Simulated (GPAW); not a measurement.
# Polarising TiGe2As4 monolayer with a field along the normal

The dipole of the cell at several fields, atoms fixed. What does the strongest field give, and what length does the slope stand for?

Set-up. GPAW 26.7.0, plane waves (400 eV), PAW setups, PBE, 9×9 mesh, a dipole layer in the vacuum; geometry relaxed without an applied field with GPAW. The cell's area is 12.44 Å², and e/ε0 = 180.95 V Å.

The runs, one held back:

```tsv
field (V/Å)	dipole (e Å)
−0.2	−0.1697
−0.1	−0.0848
−0.05	−0.0424
0.05	0.0424
0.1	0.0848
0.2	0.1697
0.3	?
```

To predict: What is the dipole at 0.3 V/Å?

Worked answer. A line through the 6 points has the slope α = 0.848 e Å per V/Å and the intercept p₀ = −0.0000 e Å (r.m.s. residual 2.8e−05). At 0.3 V/Å it gives p = −0.0000 + 0.848 × 0.3 = 0.2545 e Å; the run gives 0.2545 e Å, so the response stays linear to 0.0 % of the induced part. Dividing by ε0 and the area: α/(ε0 A) = 0.848 × 180.95 / 12.44 = 12.34 Å, against 10.11 Å between the outer nuclei.

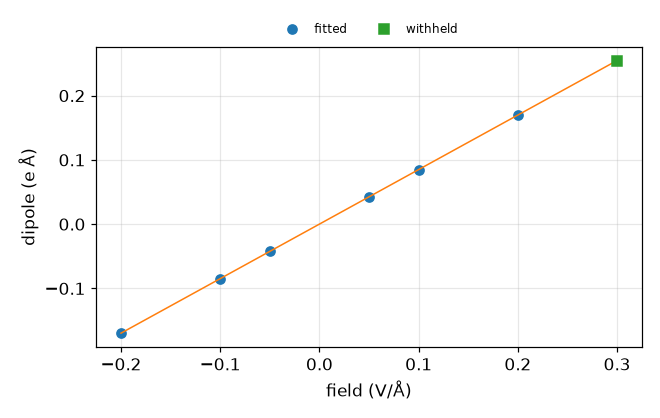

The line and the withheld run.

**Limits.** This is the electronic response alone; ions that move would add to it in polar layers. No run was spin-polarised, so magnetic states weren't tested.

[Logs are printed without paths, hosts, clocks, repeated set-up lines and the standing remarks that a program may print on its own settings, such as how far it seeks lower states.]
